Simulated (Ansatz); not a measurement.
**What a change does: single-point calculation on C₂H₅NSi**

System: C₂H₅NSi.
Method of run 1: RKS wB97M-V/def2-SVP (Ansatz 0.2.0).

The geometry comes from this level: PBE0-D4/def2-TZVP. Text and figures count atoms from 1; the logs count them from 0 in places.

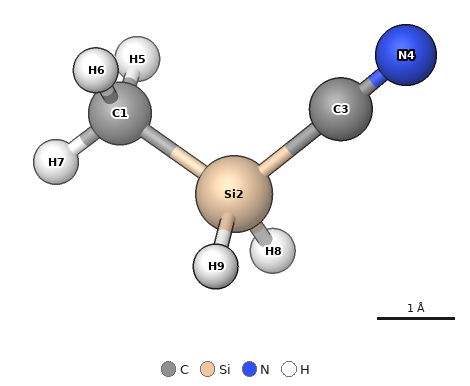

The input geometry (ball-and-stick view, seen at a tilt; atoms are numbered from 1 in the order of the input).

## Input file, run 1
```yaml
crystal:
  periodic: [false, false, false]
  atoms:
    - {symbol: C, position_ang: [-0.671988, 0.931072, -0.497452]}
    - {symbol: Si, position_ang: [-0.146826, -0.554561, 0.488325]}
    - {symbol: C, position_ang: [1.638349, -0.910122, 0.129781]}
    - {symbol: N, position_ang: [2.747288, -1.112382, -0.107584]}
    - {symbol: H, position_ang: [-0.554071, 0.746110, -1.566809]}
    - {symbol: H, position_ang: [-0.072811, 1.803412, -0.229774]}
    - {symbol: H, position_ang: [-1.721898, 1.160394, -0.300882]}
    - {symbol: H, position_ang: [-0.893291, -1.779446, 0.117002]}
    - {symbol: H, position_ang: [-0.236353, -0.330778, 1.950292]}
basis:
  gaussian: {orbitals: def2-SVP}
hamiltonian: {xc: {name: wB97M-V}}
output: {orbitals: {seedname: orbitals}}
```

Hardware: 2 CPU threads, shared host.

## Output (run 1)
```
Functional definition: wB97M-V
  parameter omega = 0.3/bohr
  parameter cx = 0.15
  parameter cx01 = 1.007
  parameter cx10 = 0.259
  parameter css00 = 0.443
  parameter css04 = -1.437
  parameter css10 = -4.535
  parameter css20 = -3.390
  parameter css43 = 4.278
  parameter cos00 = 1.000
  parameter cos10 = 1.358
  parameter cos20 = 2.924
  parameter cos21 = -8.812
  parameter cos60 = -1.390
  parameter cos61 = 9.142
  parameter b = 6.0
  parameter c = 0.01
  gx(w, u) = 1 - cx + cx01*u + cx10*w
  gss(w, u) = css00 + css04*u^4 + css10*w + css20*w^2 + css43*w^4*u^3
  gos(w, u) = cos00 + cos10*w + (cos20 + cos21*u)*w^2 + (cos60 + cos61*u)*w^6
  exchange = spin_sum(e_x_unif_sr(omega)*gx(b97_w, b97_u_x)) + cx*exact_x_sr(omega) + exact_x_lr(omega)
  correlation = spin_sum(e_c_pw_mod_same_spin*gss(b97_w, b97_u_same))
      + integral(e_c_pw_mod_opposite_spin*gos(b97_w_opposite, b97_u_opposite)) + vv10(b, c)
974 factors; their error is unknown
262 factors; integrals over basis functions are off by at most 8.1e-6 eV
mean field evaluation 1: about -11511.3086 eV, gradient 4.2e1 eV
mean field evaluation 2: about -11510.8744 eV, gradient 4.7e1 eV
mean field evaluation 4: about -11515.4358 eV, gradient 1.9e0 eV
mean field evaluation 8: about -11515.4570 eV, gradient 2.2e-2 eV
mean field -11515.45697440 eV, -423.1852383521 hartree, gradient 2.0e-5 eV, S^2 0.000000; 0 other end points of the search recorded, 0 dependent functions left out
reference -11515.45701151 eV, -423.1852397158 hartree; 19, 19 occupied and 66, 66 virtual orbitals, 974 factors
Total energy: -11515.45701151 eV, -423.1852397158 hartree
```

The input of run 2 differs as follows (lines with − go, lines with + come):
```diff
-  gaussian: {orbitals: def2-SVP}
+  gaussian: {orbitals: "def2-QZVPP.json"}
```

What does this change do to the results?

The total energy of run 2 is 175.3 kcal/mol lower, which measures the change of basis and not a stability. The HOMO goes from −11.71 to −11.80 eV. The LUMO goes from 1.84 to 1.04 eV. The basis functions go from 85 to 391.

## Output (run 2)
```
Functional definition: wB97M-V
  parameter omega = 0.3/bohr
  parameter cx = 0.15
  parameter cx01 = 1.007
  parameter cx10 = 0.259
  parameter css00 = 0.443
  parameter css04 = -1.437
  parameter css10 = -4.535
  parameter css20 = -3.390
  parameter css43 = 4.278
  parameter cos00 = 1.000
  parameter cos10 = 1.358
  parameter cos20 = 2.924
  parameter cos21 = -8.812
  parameter cos60 = -1.390
  parameter cos61 = 9.142
  parameter b = 6.0
  parameter c = 0.01
  gx(w, u) = 1 - cx + cx01*u + cx10*w
  gss(w, u) = css00 + css04*u^4 + css10*w + css20*w^2 + css43*w^4*u^3
  gos(w, u) = cos00 + cos10*w + (cos20 + cos21*u)*w^2 + (cos60 + cos61*u)*w^6
  exchange = spin_sum(e_x_unif_sr(omega)*gx(b97_w, b97_u_x)) + cx*exact_x_sr(omega) + exact_x_lr(omega)
  correlation = spin_sum(e_c_pw_mod_same_spin*gss(b97_w, b97_u_same))
      + integral(e_c_pw_mod_opposite_spin*gos(b97_w_opposite, b97_u_opposite)) + vv10(b, c)
1188 factors; their error is unknown
313 factors; integrals over basis functions are off by at most 9.2e-6 eV
mean field evaluation 1: about -11517.4847 eV, gradient 5.2e1 eV
mean field evaluation 2: about -11517.7512 eV, gradient 5.1e1 eV
mean field evaluation 4: about -11523.0348 eV, gradient 2.6e0 eV
mean field evaluation 8: about -11523.0565 eV, gradient 3.0e-2 eV
mean field evaluation 16: about -11523.0586 eV, gradient 1.9e-5 eV
mean field -11523.05862269 eV, -423.4645937742 hartree, gradient 1.9e-5 eV, S^2 0.000000; 0 other end points of the search recorded, 0 dependent functions left out
reference -11523.05868468 eV, -423.4645960523 hartree; 19, 19 occupied and 372, 372 virtual orbitals, 1188 factors
Total energy: -11523.05868468 eV, -423.4645960523 hartree
```

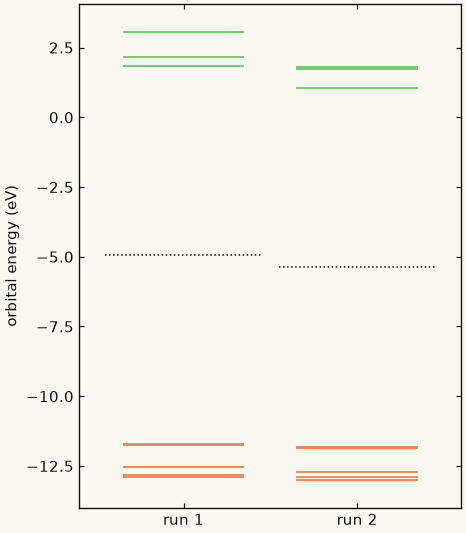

The five highest filled and three lowest empty orbital energies of the two runs; the dotted lines part filled from empty levels. The HOMO–LUMO gap is 13.55 eV in run 1 and 12.84 eV in run 2.

## The two runs side by side

| quantity | run 1 | run 2 |
| --- | --- | --- |
| outcome | converged | converged |
| total energy (hartree) | −423.185240 | −423.464596 |
| HOMO (eV) | −11.71 | −11.80 |
| LUMO (eV) | 1.84 | 1.04 |
| basis functions | 85 | 391 |
| wall time (shared host) | 2.6 s | 15 s |
